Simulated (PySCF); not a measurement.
# C8H16: excited states, first hyperpolarisability

What do calculations give for the excited states, first hyperpolarisability of C8H16 (`C=CCC(C)(C)CC`)?

Computed with PySCF 2.14.0 and routines of our own; the level stands in each step. Atoms count from 0.

## Step 1: The starting structure

24 atoms, charge 0, multiplicity 1; geometry from: GFN2-xTB.

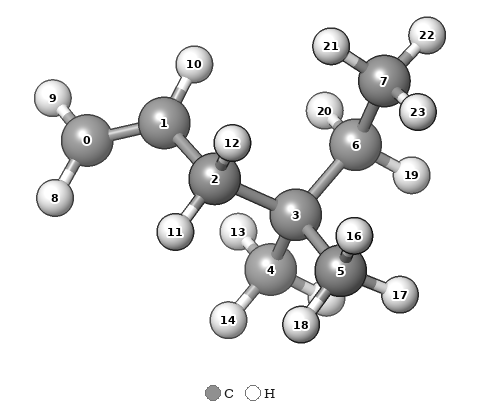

The starting geometry (carbon grey, hydrogen white).

## Step 2: Optimising the geometry at PBE0-D3(BJ)/def2-SVP

The job: settings as JSON, then the geometry in Å.

```
{"job": {"xc": "PBE0", "basis": "def2-SVP", "d3": "d3bj", "grid": 2, "kind": "geom"}, "charge": 0, "multiplicity": 1}
C      2.867027    -1.044539     0.594721
C      1.712008    -0.478775     0.891531
C      1.015086     0.522638     0.028905
C     -0.338611     0.033904    -0.529680
C     -0.096970    -1.194475    -1.412605
C     -0.934990     1.149012    -1.393247
C     -1.323938    -0.364396     0.584110
C     -1.641046     0.720146     1.608335
H      3.394122    -0.816039    -0.317612
H      3.339975    -1.758172     1.248566
H      1.215530    -0.729278     1.819574
H      1.659806     0.778821    -0.814785
H      0.848335     1.434048     0.608499
H      0.329966    -2.008034    -0.830493
H      0.593142    -0.955517    -2.218650
H     -1.031132    -1.537460    -1.852342
H     -1.036799     2.072190    -0.828519
H     -1.916526     0.860399    -1.763244
H     -0.293016     1.347682    -2.248807
H     -2.258413    -0.673503     0.108389
H     -0.928333    -1.237235     1.107457
H     -0.750771     1.027420     2.150664
H     -2.358003     0.338990     2.332862
H     -2.078185     1.594783     1.133928
```

The run is started by

```sh
$ OMP_NUM_THREADS=1 python excited_run.py task.json out
```

One launch serves the whole session: the jobs run in the order shown.

Output:

```text
step   0  E = -313.87220798  max force = 0.012453
step   1  E = -313.87486475  max force = 0.002401
step   2  E = -313.87490765  max force = 0.000430
step   3  E = -313.87491543  max force = 0.000521
step   4  E = -313.87492418  max force = 0.000550
step   5  E = -313.87492913  max force = 0.000693
step   6  E = -313.87493409  max force = 0.000351
optimisation converged
```

Run time: 1.8 min. Hardware: 1 thread of Arm Neoverse V2, shared host; peak memory 0.87 GiB.

Relaxation path:

| step | energy from step 0 (eV) | largest force component (eV/Å) |
| --- | --- | --- |
| 0 | 0.0000 | 0.6404 |
| 1 | -0.0723 | 0.1235 |
| 2 | -0.0735 | 0.0221 |
| 3 | -0.0737 | 0.0268 |
| 4 | -0.0739 | 0.0283 |
| 5 | -0.0740 | 0.0356 |
| 6 | -0.0742 | 0.0180 |

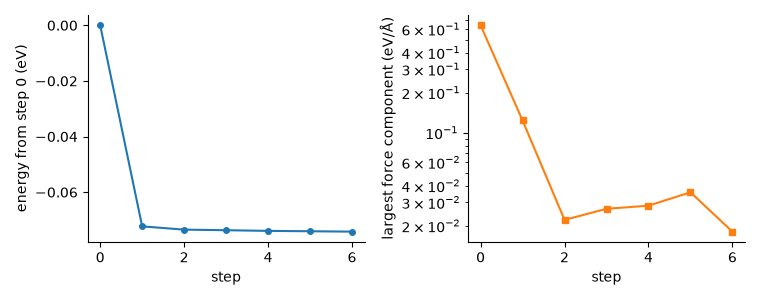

Energy and largest force along the relaxation.

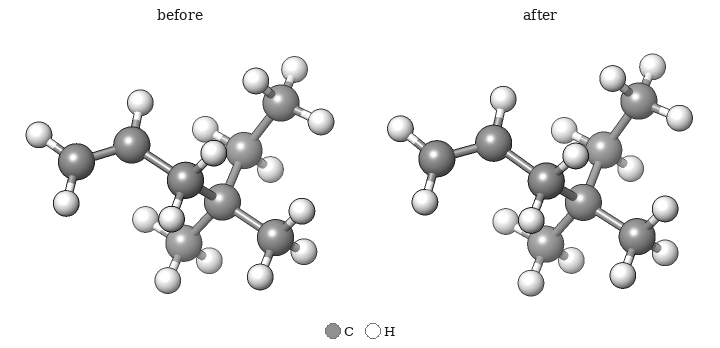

The geometry before (left) and after (right).

Close pairs (by a distance rule), those that changed most:

| bond | before (Å) | after (Å) | change (Å) |
| --- | --- | --- | --- |
| C0–H8 | 1.078 | 1.095 | +0.017 |
| C0–H9 | 1.077 | 1.093 | +0.016 |
| C1–H10 | 1.082 | 1.098 | +0.016 |
| C7–H21 | 1.087 | 1.101 | +0.015 |
| C4–H14 | 1.088 | 1.102 | +0.014 |
| C0–C1 | 1.320 | 1.334 | +0.014 |
| C7–H23 | 1.087 | 1.101 | +0.014 |
| C5–H16 | 1.087 | 1.101 | +0.014 |

The next job starts from the end point, and lists it.

| at the end point | value |
| --- | --- |
| point group (found at 0.08 Å tolerance) | C1 |
| rotational constants (GHz, main isotopes) | 2.522, 1.461, 1.189 |
| dipole moment (D) | 0.36 |

## Step 3: Excited states: TDA CAM-B3LYP/aug-cc-pVDZ

The job: settings as JSON, then the geometry in Å.

```
{"job": {"kind": "states", "xc": "CAM-B3LYP", "basis": "aug-cc-pVDZ", "tda": true, "soc": true, "nstates": 6, "ntriplets": 5, "nquad": 4}, "charge": 0, "multiplicity": 1}
C      2.842108    -1.030583     0.601243
C      1.693184    -0.406770     0.867402
C      0.992869     0.543639    -0.050189
C     -0.367688     0.053114    -0.599883
C     -0.142822    -1.165017    -1.497268
C     -0.978166     1.179339    -1.436565
C     -1.328346    -0.354493     0.534245
C     -1.617180     0.698090     1.594001
H      3.364480    -0.878739    -0.349457
H      3.304994    -1.711848     1.320379
H      1.211986    -0.593108     1.836175
H      1.648206     0.774692    -0.907020
H      0.831212     1.498869     0.480978
H      0.322105    -1.991558    -0.938424
H      0.519003    -0.917342    -2.342819
H     -1.097437    -1.526702    -1.911811
H     -1.131650     2.094731    -0.844497
H     -1.952804     0.877225    -1.852350
H     -0.319316     1.439740    -2.280282
H     -2.278407    -0.668500     0.066998
H     -0.929161    -1.260273     1.022570
H     -0.711169     0.987975     2.148987
H     -2.340076     0.317807     2.331758
H     -2.046402     1.614579     1.160639
```

Method: TDA CAM-B3LYP/aug-cc-pVDZ excited states, vertical, gas phase, spin-orbit mean-field couplings.

Output:

```text
coarse grid: 18608 points
cycle   1  E = -314.2276753314  dE =  8.161e-01  |g| = 3.742e-01  |ddm| = 2.158e+01
cycle   2  E = -314.2457983617  dE = -1.812e-02  |g| = 2.952e-01  |ddm| = 2.774e+00
cycle   3  E = -314.2687065450  dE = -2.291e-02  |g| = 3.151e-02  |ddm| = 1.214e+00
cycle   4  E = -314.2689145403  dE = -2.080e-04  |g| = 2.001e-02  |ddm| = 2.765e-01
cycle   5  E = -314.2690141944  dE = -9.965e-05  |g| = 2.824e-03  |ddm| = 7.535e-02
cycle   6  E = -314.2690159993  dE = -1.805e-06  |g| = 1.117e-03  |ddm| = 1.402e-02
final grid: 175616 points
cycle   7  E = -314.2980808565  dE = -5.362e-05  |g| = 5.024e-03  |ddm| = 5.241e-01
cycle   8  E = -314.2980824729  dE = -1.616e-06  |g| = 4.495e-03  |ddm| = 6.243e-02
cycle   9  E = -314.2980877166  dE = -5.244e-06  |g| = 3.750e-04  |ddm| = 1.666e-02
cycle  10  E = -314.2980877446  dE = -2.801e-08  |g| = 2.094e-04  |ddm| = 2.971e-03
cycle  11  E = -314.2980877558  dE = -1.122e-08  |g| = 3.417e-05  |ddm| = 1.026e-03
cycle  12  E = -314.2980877561  dE = -2.818e-10  |g| = 1.325e-05  |ddm| = 2.165e-04
converged SCF energy = -314.2980877561

Singlet excitations
state   eV       nm        f     d(h-e)  d(exc)  Lambda  PR(NTO)  |dmu|/D   mu/D   main configurations
  1   6.5700   188.7   0.02460   1.044   4.143   0.207   1.009    5.755    6.028   H->L 0.54, H->L+2 0.29
  2   6.9548   178.3   0.02141   0.885   4.267   0.214   1.014    4.061    4.304   H->L+1 0.55, H->L+4 0.11
  3   7.1427   173.6   0.14860   0.274   4.374   0.244   1.044    1.319    1.644   H->L+3 0.29, H->L+2 0.23, H->L+6 0.11
  4   7.3207   169.4   0.12947   0.880   5.033   0.258   1.054    2.387    2.099   H->L 0.24, H->L+2 0.23, H->L+5 0.13
  5   7.5164   165.0   0.11130   1.671   4.629   0.367   1.070                     H->L+4 0.35, H->L+3 0.26, H->L+9 0.11
  6   7.8356   158.2   0.00701   1.347   5.316   0.249   1.333                     H->L+5 0.24, H->L+6 0.21, H->L+10 0.09

Triplet excitations (Tamm-Dancoff)
state   eV     d(h-e)  d(exc)  Lambda  PR(NTO)   main configurations
  1   4.3248   0.016   2.110   0.418   1.006   H->L+4 0.33, H->L+9 0.29
  2   6.4950   1.018   4.038   0.209   1.012   H->L 0.52, H->L+2 0.30
  3   6.9217   0.760   4.241   0.191   1.018   H->L+1 0.60, H->L+5 0.12, H->L+6 0.09
  4   7.1732   1.313   4.771   0.229   1.033   H->L+2 0.38, H->L+3 0.19, H->L 0.10
  5   7.3336   2.060   5.202   0.237   1.050   H->L+3 0.44, H->L 0.21
S1 - T1 = 2.2452 eV

Spin-orbit couplings |<S|Hso|T>| (cm-1)
             T1       T2       T3       T4       T5
S0        0.101    2.326    2.443    0.616    1.025
S1        2.068    0.053    0.129    0.390    0.409
S2        0.296    0.515    0.102    0.617    0.325
S3        1.398    0.928    0.381    0.748    0.651
S4        1.233    0.794    0.311    0.842    0.374
S5        0.218    1.106    0.697    0.736    0.598
S6        1.786    0.315    0.659    0.768    1.372
T1 sublevels (cm-1): 0.000 0.000 0.000   radiative rates (1/s): 0.00643 0.00188 0.231
```

Run time: 1.7 min. Hardware: 1 thread of Arm Neoverse V2, shared host; peak memory 1.5 GiB.

Key values:

| quantity | value |
| --- | --- |
| S1 less T1 | 2.25 eV |

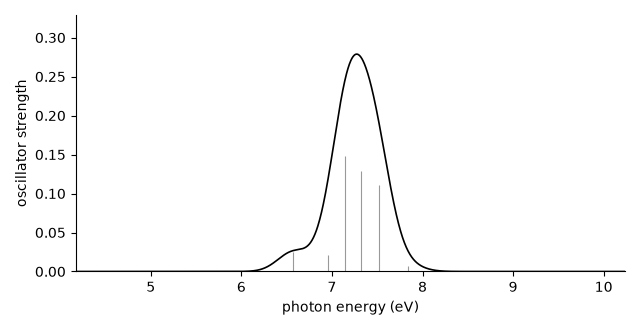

Absorption lines of the singlets. Lines are broadened to a width of 0.40 eV (Gaussian).

Orbitals, density, ELF and potential are computed afterwards from the orbital file.

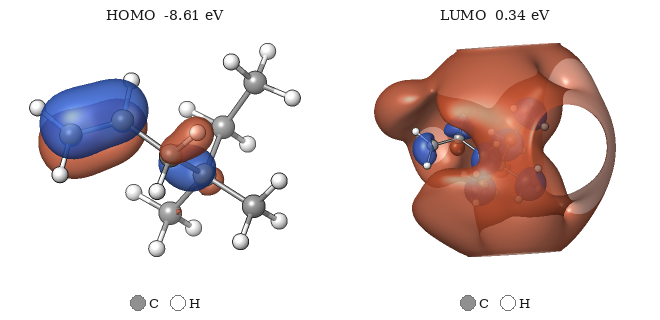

Frontier orbitals at CAM-B3LYP/aug-cc-pVDZ; each surface holds 70 % of the orbital's density, blue and red mark the sign. The LUMO is diffuse and is cut off by the edge of the grid.

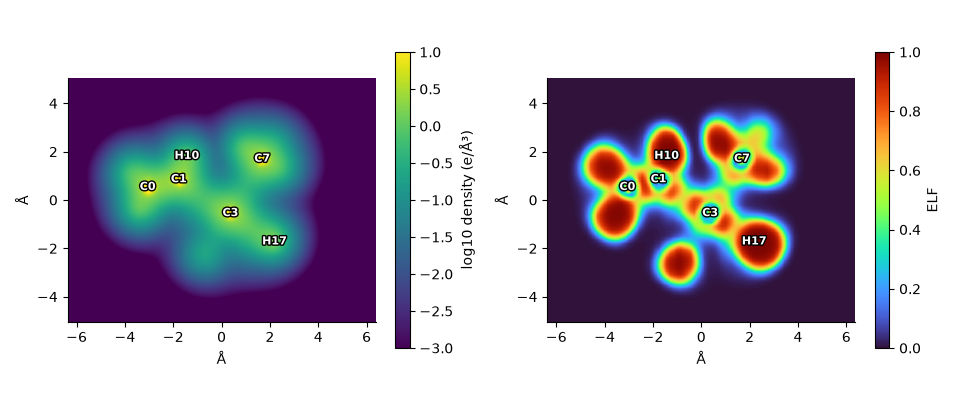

Density (left) and ELF (right) in a plane through or near 6 of the atoms.

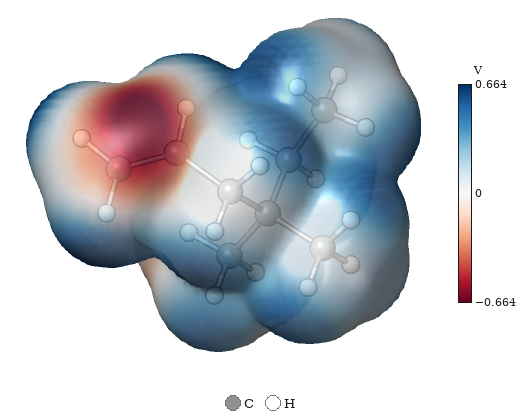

Electrostatic potential on the surface of density 0.002 e/bohr³; red is low, blue high. It runs from -0.66 V near C0 to 0.66 V near H10.

## Step 4: Excited states: TDDFT CAM-B3LYP/aug-cc-pVDZ

The job, as its differences from that of step 3:

```diff
@@ -1,2 +1,2 @@
-{"job": {"kind": "states", "xc": "CAM-B3LYP", "basis": "aug-cc-pVDZ", "tda": true, "soc": true, "nstates": 6, "ntriplets": 5, "nquad": 4}, "charge": 0, "multiplicity": 1}
+{"job": {"kind": "states", "xc": "CAM-B3LYP", "basis": "aug-cc-pVDZ", "tpa": true, "nstates": 8, "nquad": 6, "ntriplets": 0}, "charge": 0, "multiplicity": 1}
 C      2.842108    -1.030583     0.601243
```

With the program's defaults for keys left out, this is: TDDFT CAM-B3LYP/aug-cc-pVDZ excited states, vertical, gas phase, two-photon moments by quadratic response.

Output:

```text
coarse grid: 18608 points
cycle   1  E = -314.2276753314  dE =  8.161e-01  |g| = 3.742e-01  |ddm| = 2.158e+01
cycle   2  E = -314.2457983617  dE = -1.812e-02  |g| = 2.952e-01  |ddm| = 2.774e+00
cycle   3  E = -314.2687065450  dE = -2.291e-02  |g| = 3.151e-02  |ddm| = 1.214e+00
cycle   4  E = -314.2689145403  dE = -2.080e-04  |g| = 2.001e-02  |ddm| = 2.765e-01
cycle   5  E = -314.2690141944  dE = -9.965e-05  |g| = 2.824e-03  |ddm| = 7.535e-02
cycle   6  E = -314.2690159993  dE = -1.805e-06  |g| = 1.117e-03  |ddm| = 1.402e-02
final grid: 175616 points
cycle   7  E = -314.2980808565  dE = -5.362e-05  |g| = 5.024e-03  |ddm| = 5.241e-01
cycle   8  E = -314.2980824729  dE = -1.616e-06  |g| = 4.495e-03  |ddm| = 6.243e-02
cycle   9  E = -314.2980877166  dE = -5.244e-06  |g| = 3.750e-04  |ddm| = 1.666e-02
cycle  10  E = -314.2980877446  dE = -2.801e-08  |g| = 2.094e-04  |ddm| = 2.971e-03
cycle  11  E = -314.2980877558  dE = -1.122e-08  |g| = 3.417e-05  |ddm| = 1.026e-03
cycle  12  E = -314.2980877561  dE = -2.818e-10  |g| = 1.325e-05  |ddm| = 2.165e-04
converged SCF energy = -314.2980877561

Singlet excitations
state   eV       nm        f     d(h-e)  d(exc)  Lambda  PR(NTO)  |dmu|/D   mu/D   delta(TPA)   sigma/GM   main configurations
  1   6.5667   188.8   0.02348   1.038   4.148   0.207   1.010    5.723    5.998       71.30      1.126   H->L 0.54, H->L+2 0.29
  2   6.9039   179.6   0.16602   0.798   3.852   0.307   1.059    3.747    4.013       48.59      0.848   H->L+4 0.34, H->L+1 0.26, H->L+3 0.18
  3   7.0243   176.5   0.13956   0.962   4.081   0.228   1.053    4.292    4.532       66.69      1.206   H->L+1 0.39, H->L+5 0.15, H->L+6 0.13
  4   7.2656   170.6   0.05769   1.252   4.984   0.247   1.044    4.478    4.319       21.64      0.418   H->L+2 0.38, H->L 0.20, H->L+5 0.12
  5   7.4444   166.5   0.02205   2.202   5.120   0.291   1.049    8.128    7.814       12.36      0.251   H->L+3 0.47, H->L+4 0.12, H->L 0.11
  6   7.8316   158.3   0.00645   1.069   5.061   0.253   1.623    3.440    3.071       51.87      1.166   H->L+5 0.21, H->L+6 0.18, H->L+10 0.08
  7   7.8643   157.7   0.00151   0.088   3.820   0.257   1.693                                            H-1->L+4 0.11, H->L+6 0.10
  8   7.9119   156.7   0.00286   2.347   5.946   0.230   1.123                                            H->L+6 0.28, H->L+1 0.23, H->L+5 0.17
```

Run time: 2.1 min. Hardware: 1 thread of Arm Neoverse V2, shared host; peak memory 1.5 GiB.

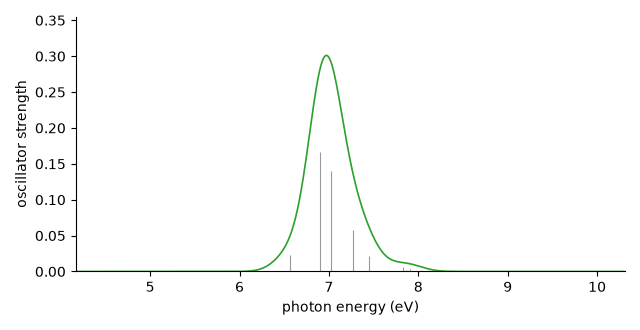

Absorption lines of the singlets. Lines are broadened to a width of 0.40 eV (Gaussian).

## Step 5: First hyperpolarisability: quadratic response CAM-B3LYP/aug-cc-pVDZ

The job, as its differences from that of step 4:

```diff
@@ -1,2 +1,2 @@
-{"job": {"kind": "states", "xc": "CAM-B3LYP", "basis": "aug-cc-pVDZ", "tpa": true, "nstates": 8, "nquad": 6, "ntriplets": 0}, "charge": 0, "multiplicity": 1}
+{"job": {"kind": "beta", "xc": "CAM-B3LYP", "basis": "aug-cc-pVDZ"}, "charge": 0, "multiplicity": 1}
 C      2.842108    -1.030583     0.601243
```

Method: quadratic response CAM-B3LYP/aug-cc-pVDZ first hyperpolarisability, Taylor convention, gas phase.

Output:

```text
coarse grid: 18608 points
cycle   1  E = -314.2276753314  dE =  8.161e-01  |g| = 3.742e-01  |ddm| = 2.158e+01
cycle   2  E = -314.2457983617  dE = -1.812e-02  |g| = 2.952e-01  |ddm| = 2.774e+00
cycle   3  E = -314.2687065450  dE = -2.291e-02  |g| = 3.151e-02  |ddm| = 1.214e+00
cycle   4  E = -314.2689145403  dE = -2.080e-04  |g| = 2.001e-02  |ddm| = 2.765e-01
cycle   5  E = -314.2690141944  dE = -9.965e-05  |g| = 2.824e-03  |ddm| = 7.535e-02
cycle   6  E = -314.2690159993  dE = -1.805e-06  |g| = 1.117e-03  |ddm| = 1.402e-02
final grid: 175616 points
cycle   7  E = -314.2980808565  dE = -5.362e-05  |g| = 5.024e-03  |ddm| = 5.241e-01
cycle   8  E = -314.2980824729  dE = -1.616e-06  |g| = 4.495e-03  |ddm| = 6.243e-02
cycle   9  E = -314.2980877166  dE = -5.244e-06  |g| = 3.750e-04  |ddm| = 1.666e-02
cycle  10  E = -314.2980877446  dE = -2.801e-08  |g| = 2.094e-04  |ddm| = 2.971e-03
cycle  11  E = -314.2980877558  dE = -1.122e-08  |g| = 3.417e-05  |ddm| = 1.026e-03
cycle  12  E = -314.2980877561  dE = -2.818e-10  |g| = 1.325e-05  |ddm| = 2.165e-04
converged SCF energy = -314.2980877561

Lowest singlets (eV, f): 6.5667 0.0235  6.9039 0.1660  7.0243 0.1396

First hyperpolarisability (au)
process     nm      |vector|   parallel      HRS      DR
static         -       72.08      39.85      32.24   3.998
shg       1907.0       76.96      42.75      34.15   4.063
eope      1907.0       73.65      40.79          -       -
shg       1064.0       89.57      50.28      39.09   4.205
eope      1064.0       77.32      42.97          -       -
```

It took 1.7 min on 1 thread of Arm Neoverse V2, shared host; peak memory 1.5 GiB.

## Step 6: Results

| quantity | value |
| --- | --- |
| point group | C1 |
| rotational constants (main isotopes) | 2.52, 1.46, 1.19 GHz |
| S1 less T1 (step 3, TDA CAM-B3LYP/aug-cc-pVDZ) | 2.25 eV |
| surface potential, least and greatest | -0.66 V and 0.66 V |
| β vector (step 5, quadratic response CAM-B3LYP/aug-cc-pVDZ) | static 72, SHG 1907.0 nm 77, SHG 1064.0 nm 90 au |

**Reading.** Relaxing lowered the energy by 0.074 eV in 6 steps; the close pair that moved most is C0–H8, from 1.078 to 1.095 Å. No frequency check was run at this level, so the end point may be a saddle. In step 3, the number of triplets below S1 is 2, and the largest singlet-triplet spin-orbit coupling is S0–T3, 2.44 cm⁻¹. β grows from 72 au (static) to 90 au for doubling at 1064.0 nm: normal dispersion, which grows as twice the photon energy moves toward the bright states.
